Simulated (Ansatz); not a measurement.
The parent structure is MgS in the rock salt structure (space group Fm-3m, No. 225; a = 5.1292 Å). Axes: x, y, z lie along the cube axes.

Now apply this change: biaxial strain −0.83 %, plane normal [111], relaxed out of plane (Cartesian); in-plane vectors clamped, the third vector and the atoms free.

Computed with LDA/PAW in Ansatz (an electronic-structure program), no spin-orbit coupling.

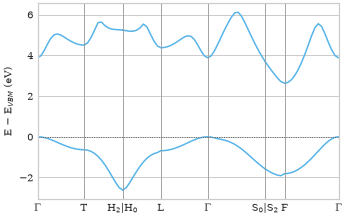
Figure: Highest valence and lowest conduction band along the path of the changed cell's own zone

The gap is 2.63 eV, indirect, Γ → F; the base has 2.65 eV.

No phonon test of stability was made. Labels are those of the standard path for the cell's own space group.
